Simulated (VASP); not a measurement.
Band structure of BeTe (zinc blende). All values below come from PBE GGA with D3 dispersion (Becke-Johnson damping), VASP's PBE PAW potentials (set 64) (plane waves; VASP 6.6.1).

Unless said otherwise, spin-orbit coupling is left out, though it shifts the bands of the heavy elements here.

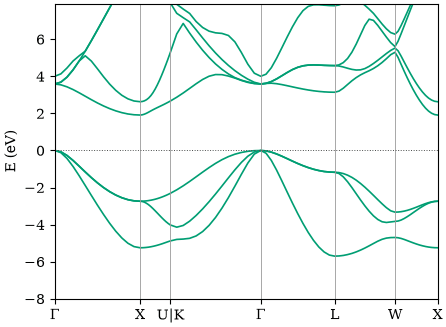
Figure: Bands along high-symmetry lines, zero at the valence-band maximum or, without a gap, the Fermi level

### Question
Read the plot: is there a gap, and where are the band edges?

### Answer
The gap is indirect, 1.91 eV, from the valence maximum at Γ to the conduction minimum at X. (Edges off the drawn lines would not show.)

Measured: gap 2.80 eV (computed value off by -0.89 eV), as given by Das et al., (2018), arXiv:1807.05623.

The compound is BeTe in the zinc blende structure. It was relaxed first.
